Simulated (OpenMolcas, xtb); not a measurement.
A ladder of methods for B2H2F2 (SMILES FBBF)

B2H2F2 has 6 atoms, charge 0, and is taken as a singlet. As SMILES, `FBBF`. The shape is that of a GFN2-xTB optimisation. This is one conformer, not always the lowest.

Each level gives the HOMO–LUMO gap (eV). The values are calculated.

```json
{"level": "GFN0-xTB", "kind": "semi-empirical", "program": "xtb", "value (eV)": "2.84", "CPU time": "under 2 s"}
{"level": "HF/def2-SVPD", "kind": "Hartree–Fock", "program": "OpenMolcas", "value (eV)": "12.80", "CPU time": "12 s"}
{"level": "SVWN5/def2-SVPD", "kind": "LDA", "program": "OpenMolcas", "value (eV)": "2.69", "CPU time": "27 s"}
{"level": "revPBE/def2-SVPD", "kind": "GGA", "program": "OpenMolcas", "value (eV)": "2.97", "CPU time": "41 s"}
{"level": "TPSS/def2-SVPD", "kind": "meta-GGA", "program": "OpenMolcas", "value (eV)": "3.32", "CPU time": "51 s"}
{"level": "BHLYP/def2-SVPD", "kind": "global hybrid", "program": "OpenMolcas", "value (eV)": "7.98", "CPU time": "34 s"}
{"level": "M06-2X/def2-SVPD", "kind": "hybrid meta-GGA", "program": "OpenMolcas", "value (eV)": "7.89", "CPU time": "48 s"}
{"level": "B2PLYP/def2-SVPD", "kind": "double hybrid", "program": "OpenMolcas", "value (eV)": "8.27", "CPU time": "28 s"}
```

The values span 2.69 to 12.80 eV. Orbital gaps aren't excitation energies, and those of double hybrids come from the SCF part alone; they tend to grow with the share of exact exchange. Times are those of the runs behind each value, whatever else they computed, on shared processors of several kinds: orders of magnitude only.

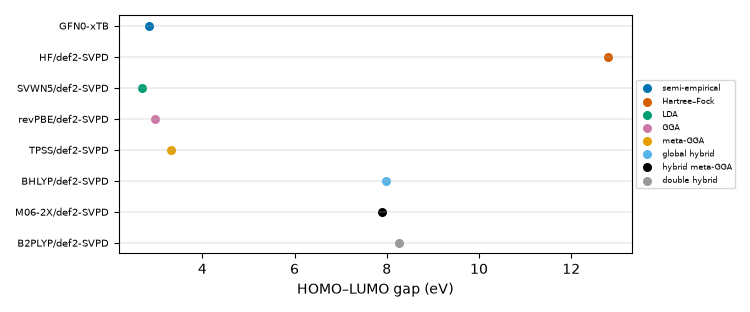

The values of the table, level by level.
